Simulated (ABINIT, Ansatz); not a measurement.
## How the form of the self-energy moves the gap of LaBiS2O (P4/nmm)

How much does the gap of LaBiS2O (P4/nmm) depend on the approximation to the self-energy?

Calculated with ABINIT 10.8.3; PBEsol and many-body steps on it, plane waves.

## (1) The starting structure

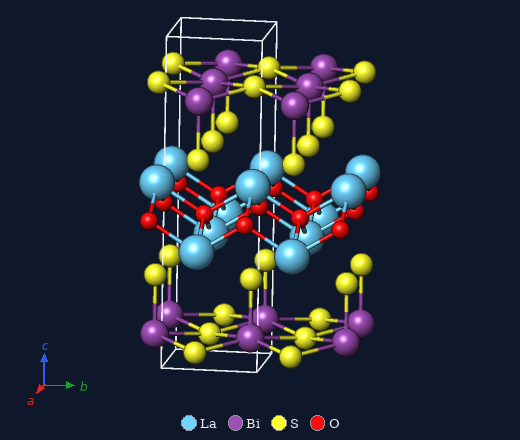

The cell as given, slightly off an axis (lanthanum blue, bismuth purple, sulfur yellow, oxygen red). 2×2×1 cells are drawn. Some periodic images of atoms are drawn too.

The cell and positions are those that the Materials Project relaxed with its own functionals (PBE, PBE+U or r2SCAN), kept fixed. Spin-orbit coupling is left out unless a step names it.

## (2) Empty states on the mesh, 4×4×1 mesh, 253 bands

This step: ABINIT 10.8.3; DFT, PBEsol, plane waves, norm-conserving pseudopotentials.

The sums over transitions need many empty states on a uniform mesh; this step solves for them.

Contents of run.abi:

```
acell 3*1.0 Angstrom
rprim 
  4.055497000000 0.000000000000 0.000000000000
  0.000000000000 4.055497000000 0.000000000000
  0.000000000000 0.000000000000 14.173265000000
ntypat 4
znucl 57 83 16 8
natom 10
typat 1 1 2 2 3 3 3 3 4 4
xred 
  0.500000000000 0.000000000000 0.587742000000
  0.000000000000 0.500000000000 0.412258000000
  0.000000000000 0.500000000000 0.867775000000
  0.500000000000 0.000000000000 0.132225000000
  0.500000000000 0.000000000000 0.890020000000
  0.000000000000 0.500000000000 0.109980000000
  0.000000000000 0.500000000000 0.690201000000
  0.500000000000 0.000000000000 0.309799000000
  0.000000000000 0.000000000000 0.500000000000
  0.500000000000 0.500000000000 0.500000000000
pp_dirpath "pseudos"
pseudos "La.upf, Bi.upf, S.upf, O.upf"
ecut 50
ngkpt 4 4 1
nshiftk 1
shiftk 0 0 0
kptopt 1
chksymbreak 0
iscf -2
irdden 1
istwfk *1
nband 253
nbdbuf 22
tolwfr 1e-09
nstep 60
prtvol 0
indata_prefix "in"
outdata_prefix "out"
tmpdata_prefix "tmp"
```

Command:

```console
$ OMP_NUM_THREADS=1 mpirun -n 4 abinit run.abi > log
```

Numbers of over 12 decimals in the logs are rounded to 6 here.

The log of the run:

```text
.Version 10.8.3 of ABINIT. v10.8.2 released Aug 2026.

 Symmetries : space group P4/n m m (#129); Bravais tP (primitive tetrag.)
[... echo of the input left out ...]
== DATASET  1 ==================================================================
-   mpi_nproc: 4, omp_nthreads: 1 (-1 if OMP is not activated)

--- !DatasetInfo
iteration_state: {dtset: 1, }
dimensions: {natom: 10, nkpt: 6, mband: 253, nsppol: 1, nspinor: 1, nspden: 1, mpw: 26636, }
cutoff_energies: {ecut:  50.0, pawecutdg:  -1.0, }
[...]
1.67226    1.67536    1.68639    1.68815    1.68815    1.69399    1.69780    1.69780
   1.70026    1.70900    1.72631    1.72632    1.73033    1.73347    1.74488    1.74497
   1.75324    1.75432    1.78632    1.78701    1.79567
 prteigrs : prtvol=0 or 1, do not print more k-points.

== END DATASET(S) ==============================================================
================================================================================

 -outvars: echo values of variables after computation  --------
            nband         253
             nkpt           6
          spgroup         129
 [... the other variables as echoed above ...]

 Calculation completed.
```

Wall time 11 min (4 MPI ranks of Arm Neoverse V2, shared host); peak memory 1.2 GiB.

Numbers from this step:

```
gap                                                           : 0.8512 eV
k of the valence top                                          : 0.5, 0, 0
k of the conduction bottom                                    : 0.5, 0, 0
least direct gap                                              : 0.8512 eV
k points computed                                             : 6
lowest point of the top converged band, above the valence top : 40.85 eV
```

On this mesh the gap is 0.851 eV.

The density comes from a self-consistent run that is not shown.

## (3) Screening, 4×4×1 mesh, 120 bands, screening to 98 eV

The RPA dielectric matrix is built and inverted for each q.

This step: RPA screening on PBEsol, plane waves, norm-conserving pseudopotentials.

Edit run.abi of step 2 so:

```diff
@@ -28,10 +28,11 @@
 chksymbreak 0
-iscf -2
-irdden 1
 istwfk *1
-nband 253
-nbdbuf 22
-tolwfr 1e-09
-nstep 60
-prtvol 0
+occopt 1
+irdwfk 1
+optdriver 3
+nband 120
+ecuteps 3.6
+inclvkb 2
+awtr 1
+symchi 1
 indata_prefix "in"
```

The log of the run:

```text
.Version 10.8.3 of ABINIT. v10.8.2 released Aug 2026.

 Symmetries : space group P4/n m m (#129); Bravais tP (primitive tetrag.)
[... echo of the input left out ...]
== DATASET  1 ==================================================================
-   mpi_nproc: 4, omp_nthreads: 1 (-1 if OMP is not activated)

--- !DatasetInfo
iteration_state: {dtset: 1, }
dimensions: {natom: 10, nkpt: 6, mband: 120, nsppol: 1, nspinor: 1, nspden: 1, mpw: 26636, }
cutoff_energies: {ecut:  50.0, pawecutdg:  -1.0, }
electrons: {nelect:   8.80000000E+01, charge:   0.00000000E+00, occopt:   1.00000000E+00, tsmear:   1.00000000E-02, }

 SCREENING: Calculation of the susceptibility and dielectric matrices

 Based on a program developped by R.W. Godby, V. Olevano, G. Onida, and L. Reining.
 Incorporated in ABINIT by V. Olevano, G.-M. Rignanese, and M. Torrent.
.Using double precision arithmetic ; gwpc =  8

[... cell and pseudopotentials left out ...]
--------------------------------------------------------------------------------

 ==== K-mesh for the wavefunctions ====
 Number of points in the irreducible wedge :     6
[... list of points left out ...]
 Together with 16 symmetry operations and time-reversal symmetry
 yields    16 points in the full Brillouin Zone.

 ==== Q-mesh for the screening function ====
 Number of points in the irreducible wedge :     6
[... list of points left out ...]
 Together with 16 symmetry operations and time-reversal symmetry
 yields    16 points in the full Brillouin Zone.

 setmesh: FFT mesh size selected  =    32x   32x  120
          total number of points  =       122880

 vcoul_init : cutoff-mode = AUXILIARY_FUNCTION
 q-points for optical limit:   1
     1)      0.000010    0.000020    0.000030

- screening: taking advantage of time-reversal symmetry
- Maximum band index for partially occupied states nbvw = 44
- Remaining bands to be divided among processors   nbcw = 76
- Number of bands treated by each node ~19

 Number of electrons calculated from density =   88.0000; Expected =   88.0000
 average of density, n =  0.055941
 r_s =    1.6220
 omega_plasma =   22.8150 [eV]

 calculating chi0 at frequencies [eV] :
  1    0.000000E+00    0.000000E+00
  2    0.000000E+00    2.281495E+01

--------------------------------------------------------------------------------
  q-point number  1        q = ( 0.000000, 0.000000, 0.000000) [r.l.u.]
--------------------------------------------------------------------------------
[... chi0 elements left out ...]
 For q-point:  0.000010 0.000020 0.000030
  dielectric constant =  25.0113
  dielectric constant without local fields =  27.3983

  Average fulfillment of the sum rule on Im[epsilon] for q-point    1 :     51.33  [%]
[... wings left out ...]
  q-point number  2        q = ( 0.250000, 0.000000, 0.000000) [r.l.u.]
--------------------------------------------------------------------------------
[... chi0 elements left out ...]
  Average fulfillment of the sum rule on Im[epsilon] for q-point    2 :     53.17  [%]

 [... 4 further q-points ...]
```

Wall time 4.8 min (4 MPI ranks); peak memory 6 GiB; 19 min of CPU time.

This step gave:

```yaml
eps_infinity_with_local_fields_on_this_mesh_along_the_program_s_q_direction: 25.01
the_same_without_local_fields: 27.40
plasma_frequency: 22.82 eV
plane_waves_in_the_screening_matrix: 523
```

Local fields lower ε∞ by 9 %. On a Γ-centred mesh this coarse the value itself is usually too large, while a short band sum pulls it down.

## (4) G0W0, Godby-Needs plasmon pole

The self-energy is evaluated for the states that the input lists, and the levels follow from it, in one-shot runs by the linearised quasiparticle equation.

This step: G0W0 on PBEsol, plane waves, norm-conserving pseudopotentials.

Edit run.abi of step 3 so:

```diff
@@ -31,8 +31,17 @@
 irdwfk 1
-optdriver 3
+optdriver 4
 nband 120
+gwcalctyp 0
+ecutsigx 50
+symsigma 1
+nkptgw 2
+kptgw 
+  0.5000000000 0.0000000000 0.0000000000
+  0.0000000000 0.0000000000 0.0000000000
+bdgw 
+  43 46
+  43 46
 ecuteps 3.6
-inclvkb 2
-awtr 1
-symchi 1
+irdscr 1
+ppmodel 1
 indata_prefix "in"
```

The log of the run:

```text
.Version 10.8.3 of ABINIT. v10.8.2 released Aug 2026.

 Symmetries : space group P4/n m m (#129); Bravais tP (primitive tetrag.)
[... echo of the input left out ...]
== DATASET  1 ==================================================================
-   mpi_nproc: 4, omp_nthreads: 1 (-1 if OMP is not activated)

--- !DatasetInfo
iteration_state: {dtset: 1, }
dimensions: {natom: 10, nkpt: 6, mband: 120, nsppol: 1, nspinor: 1, nspden: 1, mpw: 26636, }
cutoff_energies: {ecut:  50.0, pawecutdg:  -1.0, }
electrons: {nelect:   8.80000000E+01, charge:   0.00000000E+00, occopt:   1.00000000E+00, tsmear:   1.00000000E-02, }

 SIGMA: Calculation of the GW corrections

 Based on a program developped by R.W. Godby, V. Olevano, G. Onida, and L. Reining.
 Incorporated in ABINIT by V. Olevano, G.-M. Rignanese, and M. Torrent.
.Using double precision arithmetic ; gwpc =  8

[... cell and pseudopotentials left out ...]
--------------------------------------------------------------------------------

 ==== K-mesh for the wavefunctions ====
 Number of points in the irreducible wedge :     6
[... list of points left out ...]
 Together with 16 symmetry operations and time-reversal symmetry
 yields    16 points in the full Brillouin Zone.

 ==== Q-mesh for screening function ====
 Number of points in the irreducible wedge :     6
[... list of points left out ...]
 Together with 16 symmetry operations and time-reversal symmetry
 yields    16 points in the full Brillouin Zone.

 vcoul_init : cutoff-mode = AUXILIARY_FUNCTION
 q-points for optical limit:   1
     1)      0.000010    0.000020    0.000030
 setmesh: FFT mesh size selected  =    50x   50x  180
          total number of points  =       450000

 Number of electrons calculated from density =   88.0000; Expected =   88.0000
 average of density, n =  0.055941
 r_s =    1.6220
 omega_plasma =   22.8150 [eV]

 === KS Band Gaps ===
  >>>> For spin  1
   Minimum direct gap =   0.8509 [eV], located at k-point      :   0.5000  0.0000  0.0000
   Fundamental gap    =   0.8509 [eV], Top of valence bands at :   0.5000  0.0000  0.0000
                                       Bottom of conduction at :   0.5000  0.0000  0.0000
 SIGMA fundamental parameters:
 PLASMON POLE MODEL  1
 number of plane-waves for SigmaX                26549
 number of plane-waves for SigmaC and W            523
 number of plane-waves for wavefunctions         26549
 number of bands                                   120
 number of independent spin polarizations            1
 number of spinorial components                      1
 number of k-points in IBZ                           6
 number of q-points in IBZ                           6
 number of symmetry operations                      16
 number of k-points in BZ                           16
 number of q-points in BZ                           16
 number of frequencies for dSigma/dE                 9
 frequency step for dSigma/dE [eV]                0.25
 number of omega for Sigma on real axis              0
 max omega for Sigma on real axis  [eV]           0.00
 zcut for avoiding poles [eV]                     0.10

 EPSILON^-1 parameters (SCR file):
 dimension of the eps^-1 matrix on file            523
 dimension of the eps^-1 matrix used               523
 number of plane-waves for wavefunctions         26549
 number of bands                                   120
 number of q-points in IBZ                           6
 number of frequencies                               2
 number of real frequencies                          1
 number of imag frequencies                          1

 matrix elements of self-energy operator (all in [eV])

 Perturbative Calculation

--- !SelfEnergy_ee
iteration_state: {dtset: 1, }
kpoint     : [   0.500,    0.000,    0.000, ]
spin       : 1
KS_gap     :    0.851
QP_gap     :    0.996
Delta_QP_KS:    0.145
data: !SigmaeeData |
     Band     E0 <VxcDFT>   SigX SigC(E0)      Z dSigC/dE  Sig(E)    E-E0       E
       43   4.386 -13.203 -14.865   2.100   0.780  -0.281 -12.862   0.342   4.728
       44   4.386 -13.203 -14.865   2.100   0.780  -0.281 -12.862   0.342   4.728
       45   5.237 -11.361  -8.791  -1.960   0.799  -0.252 -10.874   0.487   5.724
       46   5.237 -11.361  -8.791  -1.960   0.799  -0.252 -10.874   0.487   5.724

--- !SelfEnergy_ee
iteration_state: {dtset: 1, }
kpoint     : [   0.000,    0.000,    0.000, ]
spin       : 1
KS_gap     :    3.422
QP_gap     :    5.300
Delta_QP_KS:    1.879
data: !SigmaeeData |
     Band     E0 <VxcDFT>   SigX SigC(E0)      Z dSigC/dE  Sig(E)    E-E0       E
       43   4.372 -14.620 -18.122   3.774   0.759  -0.317 -14.413   0.207   4.579
       44   4.372 -14.620 -18.122   3.774   0.759  -0.317 -14.413   0.207   4.579
       45   7.794 -11.741  -4.681  -4.398   0.783  -0.276  -9.655   2.086   9.880
       46   8.068 -12.287  -8.035  -2.898   0.791  -0.264 -11.215   1.072   9.140

== END DATASET(S) ==============================================================
================================================================================

 -outvars: echo values of variables after computation  --------
           etotal      0.0000000000E+00
            nband         120
             nkpt           6
          spgroup         129
 [... the other variables as echoed above ...]

 Calculation completed.
```

Elapsed: 34 s, on 4 MPI ranks; peak memory 3.7 GiB.

Numbers from this step:

```
G0W0 gap on the points computed              : 0.9960 eV
starting gap on the mesh                     : 0.8512 eV
k of the valence top                         : 0.5, 0, 0
k of the conduction bottom                   : 0.5, 0, 0
Z at the valence top                         : 0.78
Z at the conduction bottom                   : 0.799
least direct G0W0 gap on the computed points : 0.9960 eV
```

The gap on the mesh goes from 0.85 eV to 1.00 eV, a correction of +0.14 eV.

## (5) G0W0, Engel-Farid plasmon pole

Edit run.abi of step 4 so:

```diff
@@ -45,3 +45,3 @@
 irdscr 1
-ppmodel 1
+ppmodel 4
 indata_prefix "in"
```

The log of the run:

```text
.Version 10.8.3 of ABINIT. v10.8.2 released Aug 2026.

 Symmetries : space group P4/n m m (#129); Bravais tP (primitive tetrag.)
[... echo of the input left out ...]
== DATASET  1 ==================================================================
-   mpi_nproc: 4, omp_nthreads: 1 (-1 if OMP is not activated)

--- !DatasetInfo
iteration_state: {dtset: 1, }
dimensions: {natom: 10, nkpt: 6, mband: 120, nsppol: 1, nspinor: 1, nspden: 1, mpw: 26636, }
cutoff_energies: {ecut:  50.0, pawecutdg:  -1.0, }
electrons: {nelect:   8.80000000E+01, charge:   0.00000000E+00, occopt:   1.00000000E+00, tsmear:   1.00000000E-02, }

 SIGMA: Calculation of the GW corrections

 Based on a program developped by R.W. Godby, V. Olevano, G. Onida, and L. Reining.
 Incorporated in ABINIT by V. Olevano, G.-M. Rignanese, and M. Torrent.
.Using double precision arithmetic ; gwpc =  8

[... cell and pseudopotentials left out ...]
--------------------------------------------------------------------------------

 ==== K-mesh for the wavefunctions ====
 Number of points in the irreducible wedge :     6
[... list of points left out ...]
 Together with 16 symmetry operations and time-reversal symmetry
 yields    16 points in the full Brillouin Zone.

 ==== Q-mesh for screening function ====
 Number of points in the irreducible wedge :     6
[... list of points left out ...]
 Together with 16 symmetry operations and time-reversal symmetry
 yields    16 points in the full Brillouin Zone.

 vcoul_init : cutoff-mode = AUXILIARY_FUNCTION
 q-points for optical limit:   1
     1)      0.000010    0.000020    0.000030
 setmesh: FFT mesh size selected  =    50x   50x  180
          total number of points  =       450000

 Number of electrons calculated from density =   88.0000; Expected =   88.0000
[...]
number of omega for Sigma on real axis              0
 max omega for Sigma on real axis  [eV]           0.00
 zcut for avoiding poles [eV]                     0.10

 EPSILON^-1 parameters (SCR file):
 dimension of the eps^-1 matrix on file            523
 dimension of the eps^-1 matrix used               523
 number of plane-waves for wavefunctions         26549
 number of bands                                   120
 number of q-points in IBZ                           6
 number of frequencies                               2
 number of real frequencies                          1
 number of imag frequencies                          1

 matrix elements of self-energy operator (all in [eV])

 Perturbative Calculation

--- !SelfEnergy_ee
iteration_state: {dtset: 1, }
kpoint     : [   0.500,    0.000,    0.000, ]
spin       : 1
KS_gap     :    0.851
QP_gap     :    1.045
Delta_QP_KS:    0.194
data: !SigmaeeData |
     Band     E0 <VxcDFT>   SigX SigC(E0)      Z dSigC/dE  Sig(E)    E-E0       E
       43   4.386 -13.203 -14.865   2.051   0.793  -0.262 -12.895   0.309   4.695
       44   4.386 -13.203 -14.865   2.051   0.793  -0.262 -12.895   0.309   4.695
       45   5.237 -11.361  -8.791  -1.951   0.812  -0.231 -10.858   0.503   5.740
[...]
--- !SelfEnergy_ee
iteration_state: {dtset: 1, }
kpoint     : [   0.000,    0.000,    0.000, ]
spin       : 1
KS_gap     :    3.422
QP_gap     :    5.365
Delta_QP_KS:    1.943
data: !SigmaeeData |
     Band     E0 <VxcDFT>   SigX SigC(E0)      Z dSigC/dE  Sig(E)    E-E0       E
[...]
45   7.794 -11.741  -4.681  -4.419   0.814  -0.229  -9.592   2.149   9.943
       46   8.068 -12.287  -8.035  -2.828   0.811  -0.233 -11.132   1.155   9.223

== END DATASET(S) ==============================================================
================================================================================

 -outvars: echo values of variables after computation  --------
           etotal      0.0000000000E+00
            nband         120
             nkpt           6
          spgroup         129
 [... the other variables as echoed above ...]

 Calculation completed.
```

Wall time 24 s (4 MPI ranks); peak memory 3.3 GiB.

Numbers from this step:

| Quantity | Value |
| --- | --- |
| G0W0 gap on the points computed | 1.045 eV |
| starting gap on the mesh | 0.8512 eV |
| k of the valence top | 0.5, 0, 0 |
| k of the conduction bottom | 0.5, 0, 0 |
| Z at the valence top | 0.793 |
| Z at the conduction bottom | 0.812 |
| least direct G0W0 gap on the computed points | 1.045 eV |

Against G0W0 in ABINIT (4×4×1 mesh, 120 bands, screening to 98 eV, Godby-Needs plasmon pole), the gap moves by +0.049 eV.

(Part 1 of 2 ends here.)

[Paths, hosts, dates, memory and timing lines, banners, echoed tables and standing remarks are left out of the program output.]

[Logs are printed without paths, hosts, clocks, repeated set-up lines and the standing remarks that a program may print on its own settings, such as how far it seeks lower states.]

[Runs of the session that timed out or met a known fault of the program may be left out.]

[Hosts, paths, dates, database ids (printed as entryN), source tags and the programs' standing remarks are cut or masked in the printed files.]

[G0W0 gaps are taken among the corrected bands and points alone; a level outside them can change the order at an edge.]

[Where Ansatz stands beside ABINIT at settings called matched, ABINIT's density can come from a denser mesh and the files from another edition; pairs whose starting gaps differed by over 0.03 eV were left out, so agreement reads better than it is.]
